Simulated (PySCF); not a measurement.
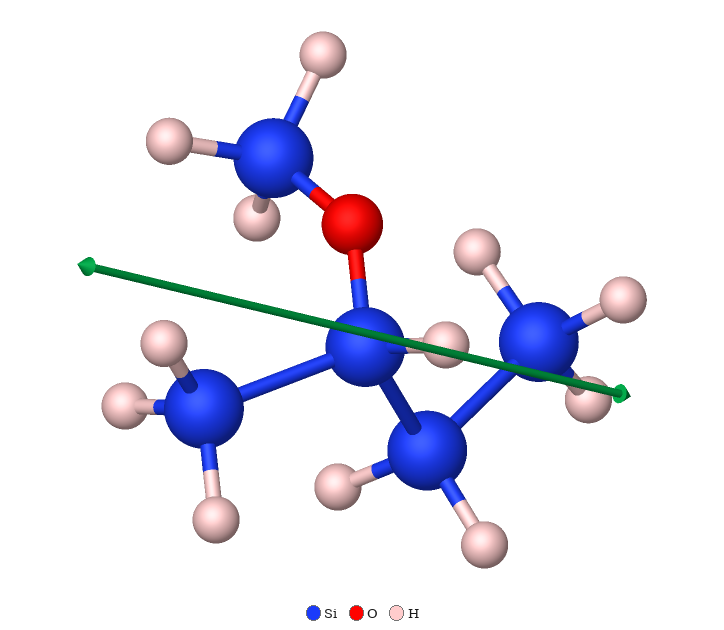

The double arrow shows the direction of the transition dipole to excited singlet state 6 (its length means nothing). Computed geometry: PBE0-D3(BJ)/def2-SVP optimisation. No frequency run is at hand to confirm it as a minimum. Level of theory: TDDFT PBE/def2-SVPD, vertical, gas phase, core orbitals frozen in the response (PySCF 2.14.0).

Question: Give its energy, strength and character.

Answer: 5.90 eV (210 nm), oscillator strength 0.21, of mixed character, with the largest part HOMO → LUMO+2 (weight 0.30); transition dipole 3.04 D.
